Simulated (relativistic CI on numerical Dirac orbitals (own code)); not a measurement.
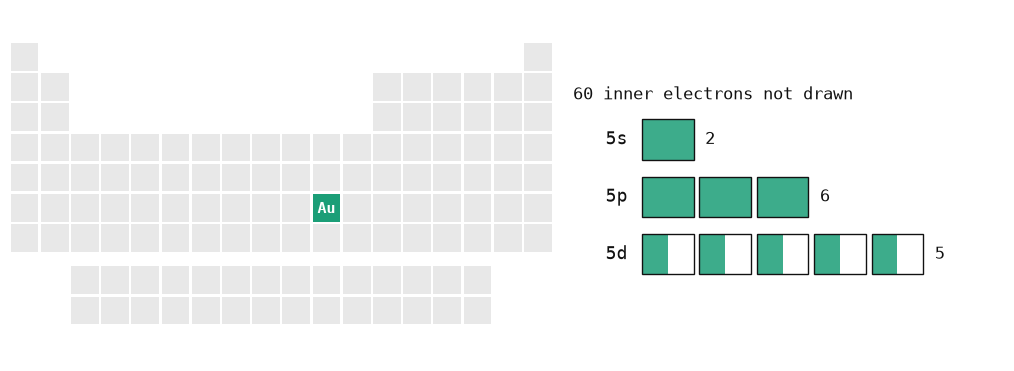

*Left, the place of gold in the periodic table; right, the outer shells of the leading configuration of the lowest level: a box for each of the 2l + 1 orbitals, shaded by the share of the shell that is filled, with the electron count at the right.*

**Relativistic CI calculation, with input and output: Au⁶⁺**

System: Au⁶⁺.
Method: Dirac-Coulomb-Breit CI, KLI orbitals optimised for each configuration, model QED (radiative potential, 1s self-energy scaled to tabulated hydrogen-like ionisation energies) (relativistic CI on numerical Dirac orbitals, in-house).

**The input**
```
atom Au  Z=79  charge=6  electrons=73
nucleus A=197  rms_radius_fm=5.4371
hamiltonian dirac-coulomb  breit=on  qed=on  c_scale=1
orbitals kli  potential=per-configuration
slater_scale 1
correlation none
mixing on
configurations
  [Xe] 4f14 5d5
  [Xe] 4f14 5d4 6s
  [Xe] 4f14 5d4 5f
  [Xe] 4f14 5d4 6p
  [Kr] 4d10 4f14 5s2 5p5 5d6
  [Xe] 4f14 5d4 5g
  [Xe] 4f14 5d4 6d
  [Xe] 4f14 5d4 7s
  [Xe] 4f14 5d3 6s 6p
  [Xe] 4f14 5d4 7p
  [Xe] 4f14 5d4 6f
  [Xe] 4f14 5d4 7d
  [Xe] 4f14 5d4 8s
  [Xe] 4f14 5d3 5f 6s
  [Xe] 4f14 5d4 8p
  [Kr] 4d10 4f14 5s 5p6 5d6
  [Xe] 4f14 5d4 7f
  [Kr] 4d10 4f14 5s2 5p5 5d5 6s
  [Kr] 4d10 4f14 5s 5p6 5d5 5f
  [Xe] 4f14 5d3 5g 6p
  [Xe] 4f14 5d3 6s2
  [Xe] 4f14 5d2 5f 6s2
  [Xe] 4f14 5d2 6s2 6p
  [Xe] 4f14 5d2 5g 6s2
  [Xe] 4f14 5d2 6s2 6d
  [Xe] 4f14 5d3 6p2
  [Xe] 4f14 5d2 6s 6p2
  [Xe] 4f14 5d2 5f 6p2
  [Xe] 4f14 5d2 6p3
  [Xe] 4f14 5d2 5g 6p2
  [Xe] 4f14 5d2 6p2 6d
end
```

Hardware: 1 thread of Arm Neoverse V1, 24 GiB of memory available, shared host.

The run was one of a batch that the task file lists, launched with:
```bash
python <driver script> task.json out
```

The program writes its results to a structured record and prints no log; tables and figures of this report are taken from that record.

**The lowest 45 levels**

```
Configuration                        Level  E (cm⁻¹)  LS purity (%)  Landé g  Lifetime (s; – stable or not computed)
          5d⁵                        ⁶S₅/₂         0             82    1.918                                       –
          5d⁵              [5d₅/₂] J = 5/2    22,380             28    1.049                                1.5×10⁻²
          5d⁵  [(5d₃/₂)³ (5d₅/₂)²] J = 7/2    30,430             62    1.093                                6.3×10⁻²
          5d⁵  [(5d₃/₂)³ (5d₅/₂)²] J = 3/2    31,280             45    1.367                                7.9×10⁻³
          5d⁵                       ⁴G₁₁/₂    32,350             75    1.216                                 6.0×10⁷
          5d⁵        J = 5/2 (even, mixed)    32,900             41    1.071                                1.1×10⁻²
          5d⁵                        ⁴G₉/₂    33,900             81    1.168                                7.9×10⁻¹
          5d⁵                        ⁴P₁/₂    35,870             62    1.794                                2.2×10⁻¹
          5d⁵  [(5d₃/₂)² (5d₅/₂)³] J = 7/2    41,000             63    1.291                                2.8×10⁻²
          5d⁵        J = 5/2 (even, mixed)    43,170             33    1.268                                8.6×10⁻³
          5d⁵  [(5d₃/₂)² (5d₅/₂)³] J = 1/2    46,860             68    0.805                                1.5×10⁻²
          5d⁵                       ²I₁₁/₂    47,490             71    1.004                                2.3×10⁻²
          5d⁵  [(5d₃/₂)² (5d₅/₂)³] J = 3/2    48,340             43    1.284                                1.1×10⁻²
          5d⁵  [(5d₃/₂)³ (5d₅/₂)²] J = 7/2    48,900             41    1.123                                3.9×10⁻²
          5d⁵  [(5d₃/₂)² (5d₅/₂)³] J = 9/2    51,480             49    1.157                                2.4×10⁻²
          5d⁵  [(5d₃/₂)² (5d₅/₂)³] J = 3/2    51,480             51    0.757                                5.6×10⁻³
          5d⁵                       ²I₁₃/₂    52,490            100    1.076                                1.3×10⁻¹
          5d⁵  [(5d₃/₂)² (5d₅/₂)³] J = 5/2    54,090             33    1.034                                5.0×10⁻³
          5d⁵        J = 5/2 (even, mixed)    60,650             34    1.103                                4.7×10⁻³
          5d⁵  [(5d₃/₂)² (5d₅/₂)³] J = 9/2    61,020             52    1.105                                5.8×10⁻³
          5d⁵  [(5d₃/₂)² (5d₅/₂)³] J = 7/2    62,410             55    1.015                                2.1×10⁻²
          5d⁵  [(5d₃/₂)² (5d₅/₂)³] J = 5/2    65,600             46    1.041                                4.9×10⁻³
          5d⁵        J = 3/2 (even, mixed)    65,900             54    0.704                                9.7×10⁻³
          5d⁵                        ²F₇/₂    67,610             64    1.090                                5.3×10⁻³
          5d⁵                        ²S₁/₂    71,110             80    1.950                                5.4×10⁻³
          5d⁵     [5d₃/₂ (5d₅/₂)⁴] J = 7/2    71,590             47    1.176                                6.0×10⁻³
          5d⁵    [5d₃/₂ (5d₅/₂)⁴] J = 11/2    73,530             70    1.066                                3.9×10⁻³
          5d⁵     [5d₃/₂ (5d₅/₂)⁴] J = 9/2    73,680             47    1.094                                9.5×10⁻³
          5d⁵                        ²D₃/₂    80,340             86    0.827                                3.1×10⁻³
          5d⁵        J = 5/2 (even, mixed)    81,010             54    1.083                                3.0×10⁻³
          5d⁵                        ²D₅/₂    87,550             62    1.122                                3.3×10⁻³
          5d⁵                        ²G₉/₂    89,690             96    1.111                                5.9×10⁻³
          5d⁵                        ²G₇/₂    92,900             85    0.924                                4.5×10⁻³
          5d⁵                        ²P₃/₂   101,100             83    1.244                                4.5×10⁻³
          5d⁵                        ²P₁/₂   107,500             89    0.785                                3.0×10⁻³
          5d⁵                        ²D₅/₂   117,000             94    1.195                                1.8×10⁻³
          5d⁵                        ²D₃/₂   120,300             82    0.878                                2.0×10⁻³
       5d⁴ 6s                        ⁶D₁/₂   150,400             69    3.057                                9.7×10⁻⁵
       5d⁴ 6s                        ⁶D₃/₂   156,500             85    1.834                                9.8×10⁻⁵
       5d⁴ 6s                        ⁶D₅/₂   162,000             91    1.629                                9.1×10⁻⁵
       5d⁴ 6s                        ⁶D₇/₂   166,500             86    1.544                                8.2×10⁻⁵
       5d⁴ 6s                        ⁶D₉/₂   169,800             73    1.481                                7.1×10⁻⁵
       5d⁴ 6s        J = 1/2 (even, mixed)   172,300             50    0.846                                3.0×10⁻⁵
       5d⁴ 6s                        ⁴D₃/₂   180,100             68    1.174                                3.1×10⁻⁵
       5d⁴ 6s  [(5d₃/₂)³ 5d₅/₂ 6s] J = 7/2   181,500             47    0.891                                5.4×10⁻⁵
```

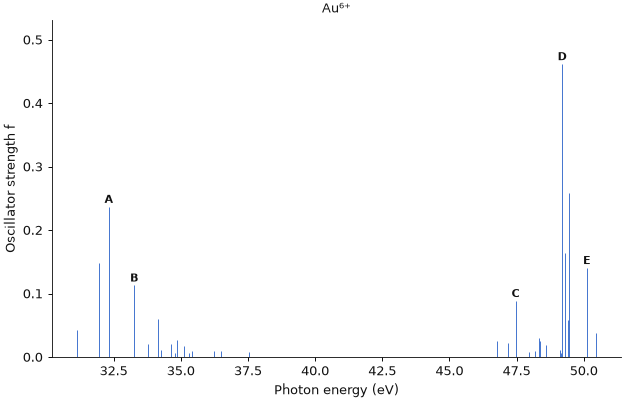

*Absorption lines from the lowest level (oscillator strengths f) for Au⁶⁺.*

A: 5d⁴ 6p J = 7/2 (odd, mixed, level 106) ← 5d⁵ ⁶S₅/₂, 32.33 eV, f = 0.24; B: 5d⁴ 6p [6p₃/₂] J = 3/2 ← 5d⁵ ⁶S₅/₂, 33.26 eV, f = 0.11; C: 5d⁴ 5f J = 7/2 (odd, mixed, level 293) ← 5d⁵ ⁶S₅/₂, 47.46 eV, f = 0.089; D: 5d⁴ 5f J = 7/2 (odd, mixed, level 321) ← 5d⁵ ⁶S₅/₂, 49.20 eV, f = 0.46; E: 5d⁴ 5f J = 7/2 (odd, mixed, level 343) ← 5d⁵ ⁶S₅/₂, 50.12 eV, f = 0.14. The strongest, D, lies in the extreme ultraviolet region.

**Results in brief**

```tsv
quantity	value
outcome	converged
lowest level	5d⁵ ⁶S₅/₂
first excited level	5d⁵ [5d₅/₂] J = 5/2, 22,381 cm⁻¹
ionisation energy	93.569 eV
levels computed	10404
SCF iterations	298
wall time	16 s
```

**Notes**

To bear in mind: configurations can be misplaced by up to about 7 % of their energy; only a limited list of configurations is included, so lower levels can be missing; only lines among the lowest 400 of 10404 levels are drawn, so those from 5d⁴ 6d, 5d⁴ 5f and 5d³ 6s 6p are incomplete.
